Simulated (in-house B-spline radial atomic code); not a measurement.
# Ga²⁷⁺: ionisation energy by several methods

Wanted: one ionisation energy, Ga²⁷⁺ to configuration [He] 2s1, up the ladder of functionals.

The numbers are computed with in-house B-spline radial atomic code version 1 (non-relativistic, several functionals, spin-polarised; spherical all-electron atom at the radial basis limit), except any that are marked as measured or tabulated.

### Step 1. What is computed

```
element       : gallium (Z = 31)
charge        : +27
electrons     : 4
configuration : [He] 2s2
nucleus       : point
```

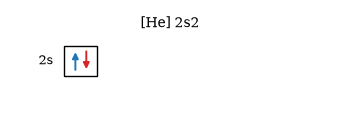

The shells outside the core, filled by Hund's rule for the drawing.

Where spins are not typed, each open shell is filled with up spins first.

### Step 2. BLYP

Settings of the run:

```ini
Z = 31
electrons = 4.0
configuration = [He] 2s2
hamiltonian = nr
method = b88,lyp
spin_polarised = True
```

### Step 3. TPSS

Settings of the run:

```ini
Z = 31
electrons = 4.0
configuration = [He] 2s2
hamiltonian = nr
method = tpss,tpss
spin_polarised = True
```

### Step 4. B3LYP

Settings of the run:

```ini
Z = 31
electrons = 4.0
configuration = [He] 2s2
hamiltonian = nr
method = b3lyp
spin_polarised = True
```

### Step 5. exchange-only LDA

Settings of the run:

```ini
Z = 31
electrons = 4.0
configuration = [He] 2s2
hamiltonian = nr
method = lda,
spin_polarised = True
```

### Step 6. ωB97X

Settings of the run:

```ini
Z = 31
electrons = 4.0
configuration = [He] 2s2
hamiltonian = nr
method = wb97x
spin_polarised = True
```

### Step 7. TPSSh

Settings of the run:

```ini
Z = 31
electrons = 4.0
configuration = [He] 2s2
hamiltonian = nr
method = tpssh
spin_polarised = True
```

### Step 8. PBE

Settings of the run:

```ini
Z = 31
electrons = 4.0
configuration = [He] 2s2
hamiltonian = nr
method = pbe,pbe
spin_polarised = True
```

The tabulated ionisation energy is 2868 ± 3 eV (semi-empirical; NIST Atomic Spectra Database). What does each method give, and which comes nearest?

As calculated:

| method | rung | total energy (hartree) | ΔSCF (eV) | −ε highest (eV) | ΔSCF less tabulated (eV) |
| --- | --- | --- | --- | --- | --- |
| exchange-only LDA | LDA | -1150.2820 | 2813.84 | 2768.78 (2s up) | -54.16 |
| BLYP | GGA | -1153.4761 | 2821.80 | 2776.32 (2s up) | -46.20 |
| PBE | GGA | -1153.2468 | 2822.38 | 2775.91 (2s up) | -45.62 |
| TPSS | meta-GGA | -1153.6137 | 2822.05 | 2778.08 (2s up) | -45.95 |
| B3LYP | global hybrid | -1153.3150 | 2821.49 | 2785.03 (2s up) | -46.51 |
| TPSSh | global hybrid | -1153.5995 | 2821.87 | 2782.31 (2s up) | -46.13 |
| ωB97X | range-separated hybrid | -1153.9158 | 2816.65 | 2787.94 (2s up) | -51.35 |

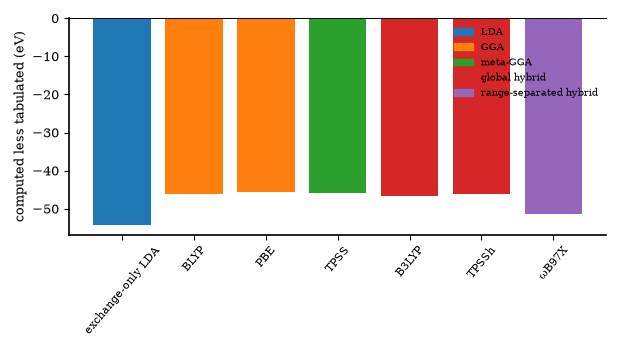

Error of each method against the tabulated value; one colour a rung.

Tables give 2868 ± 3 eV (semi-empirical; NIST Atomic Spectra Database) for the ionisation energy. PBE misses by -45.62 eV, the least, and exchange-only LDA by -54.16 eV (1.9 %), the most. Mean absolute error by rung (exchange-only levels left out): GGA 45.91 eV, meta-GGA 45.95 eV, global hybrid 46.32 eV, range-separated hybrid 51.35 eV. All methods miss on the same side by much the same amount, which points to something that they share. These runs lack relativity altogether, which can outweigh the gaps between the methods, so the nearest may be so by luck. These runs leave out relativity, which matters at this nuclear charge.
